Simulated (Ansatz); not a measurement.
**AlCNClOF (SMILES O=C=[N][Al]([F])[Cl]): CCSD/cc-pVDZ**

Aim: the vertical ionisation energy of AlCNClOF at CCSD/cc-pVDZ, from 2 runs. 

Program for the calculation: Ansatz 0.2.0.

140 further runs of the same task are left out: 2 that didn't finish, 138 set aside as unsound or not needed. Runs told in other sessions of the task aren't counted.

**1. Starting point**

The species is AlCNClOF (6 atoms), meant as a singlet with charge 0. SMILES: `O=C=[N][Al]([F])[Cl]`. The shape is that of a PBE0-D4/def2-TZVP optimisation. This is one conformer, not always the lowest.

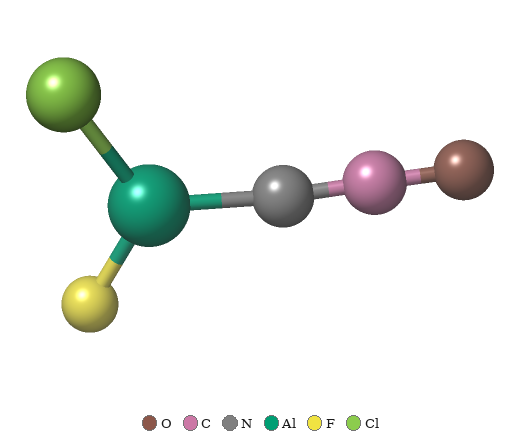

Viewed from a chosen angle; oxygen brown, carbon pink, nitrogen grey, aluminium teal, fluorine yellow, chlorine green.

**2. The energy at CCSD/cc-pVDZ**

molecule.yaml reads:

```yaml
basis:
  gaussian:
    orbitals: cc-pVDZ
crystal:
  periodic: [false, false, false]
  atoms:
    - {symbol: O, position_ang: [-1.726000, -0.301300, 2.353900]}
    - {symbol: C, position_ang: [-1.034500, -0.244700, 1.421600]}
    - {symbol: N, position_ang: [-0.321400, -0.196300, 0.461800]}
    - {symbol: Al, position_ang: [0.694800, 0.033100, -0.933400]}
    - {symbol: F, position_ang: [1.379200, -1.268200, -1.642400]}
    - {symbol: Cl, position_ang: [1.050000, 1.913400, -1.707800]}
correlation:
  method: ccsd
  frozen_orbitals: {Al: 5, C: 1, Cl: 5, F: 1, "N": 1, O: 1}
accuracy: high
scf:
  omitted_lower_state_checks: [cluster_reference, increment]
```

Started as:

```sh
$ ansatz run molecule.yaml --threads 1 --pin off --max-ram 3480MiB --events-out events.jsonl --progress --plain --runs-dir runs
```

The program printed (excerpt; [...] marks lines left out):

```text
Warning: RAYON_NUM_THREADS=1 ignored (pool sized by the plan → 1); use --threads N
Functional definition: HF
  name "HF"
[...]
1929 factors; integrals over basis functions are off by at most 3.1e-9 eV
[...]
mean field -26348.00733432 eV, -968.2714102155 hartree, gradient 2.3e-8 eV, S^2 0.000000; 0 other end points of the search recorded, 0 dependent functions left out
14 core orbitals not correlated: weight in the atoms' cores, before any rotation towards them, 1.000 or more for the frozen orbitals, at most 0.000 for the correlated occupied ones
reference -26348.00733432 eV, -968.2714102155 hartree; 16, 16 occupied and 62, 62 virtual orbitals, 1929 factors
second order -22.45259978 eV of doubles, -0.00000000 eV of singles
cycle   1  -22.10545186 eV  change    3.5e-1 eV  update   1.3e-1
[...]
cycle  22  -22.80939053 eV  change   7.0e-10 eV  update  8.3e-10
Total energy: -26370.81672485 eV, -969.1096398567 hartree
Checks for a lower state left out: cluster_reference, increment
```

Wall time 19 s (1 thread of Arm Neoverse V2, shared host); peak memory 0.52 GiB.

**3. The doublet cation at the same level**

molecule.yaml reads:

```yaml
crystal:
  periodic: [false, false, false]
  atoms:
    - symbol: O
      position_ang: [-1.726000, -0.301300, 2.353900]
    - symbol: C
      position_ang: [-1.034500, -0.244700, 1.421600]
    - symbol: "N"
      position_ang: [-0.321400, -0.196300, 0.461800]
    - symbol: Al
      position_ang: [0.694800, 0.033100, -0.933400]
    - symbol: F
      position_ang: [1.379200, -1.268200, -1.642400]
    - symbol: Cl
      position_ang: [1.050000, 1.913400, -1.707800]
basis:
  gaussian: {orbitals: cc-pVDZ}
magnetization: {spin_polarized: true, initial_magnetization: 1}
scf: {omitted_lower_state_checks: [cluster_reference, increment]}
accuracy: high
correlation: {method: ccsd, frozen_orbitals: {Al: 5, C: 1, Cl: 5, F: 1, "N": 1, O: 1}}
total_charge: 1
```

Started as:

```sh
$ ansatz run molecule.yaml --threads 1 --pin off --max-ram 3480MiB --events-out events.jsonl --progress --plain --runs-dir runs
```

The program printed:

```text
Warning: RAYON_NUM_THREADS=1 ignored (pool sized by the plan → 1); use --threads N
[... 18 lines left out ...]
14 core orbitals not correlated: weight in the atoms' cores, before any rotation towards them, 1.000 or more for the frozen orbitals, at most 0.000 for the correlated occupied ones
[... 39 lines left out ...]
Total energy: -26359.62843419 eV, -968.6984777585 hartree
Checks for a lower state left out: cluster_reference, increment
```

Wall time 2 min (1 thread of Arm Neoverse V2, shared host); peak memory 1.1 GiB.

**4. Results**

At CCSD/cc-pVDZ, 14 core orbitals frozen:

| quantity | value |
| --- | --- |
| singlet AlCNClOF: total energy | -969.10964 Eh |
| singlet AlCNClOF: correlation energy (14 core orbitals frozen) | -838.2 mEh |
| singlet AlCNClOF: T1 diagnostic | 0.016 |
| doublet cation: total energy | -968.69848 Eh |
| doublet cation: correlation energy (14 core orbitals frozen) | -811.2 mEh |
| doublet cation: ⟨S²⟩ of the reference determinant | 0.915 |
| doublet cation: T1 diagnostic | 0.031 |
| vertical ionisation energy (to the doublet cation) | 11.188 eV |

**Reading.** The vertical ionisation energy comes to 11.19 eV (1080 kJ/mol). ⟨S²⟩ (doublet cation) is 0.92 where a pure doublet has 0.75: the reference is spin-contaminated.
